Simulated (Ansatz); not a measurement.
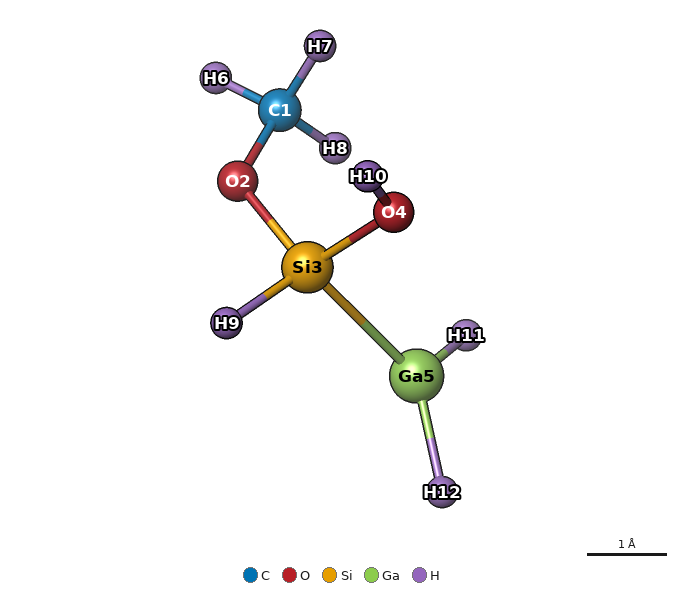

Figure made from data computed with Ansatz.

The view is orthographic, and the bar gives the scale. State: charge +1, doublet. Geometry: the geometry of the neutral molecule.

Write Cartesian coordinates in Å in the frame of the picture: x to the right, y up, z towards the viewer, origin at the mean of the atomic positions.

```xyz
12
CH7GaO2Si
C   -0.70   1.52  -0.91
O   -1.23   0.61   0.02
Si  -0.34  -0.49   0.85
O    0.76   0.21   1.86
Ga   1.06  -1.89  -0.56
H   -1.51   1.93  -1.50
H   -0.18   2.34  -0.40
H    0.01   1.03  -1.59
H   -1.38  -1.21   1.65
H    0.43   0.67   2.64
H    1.69  -1.36  -1.90
H    1.38  -3.37  -0.15
```
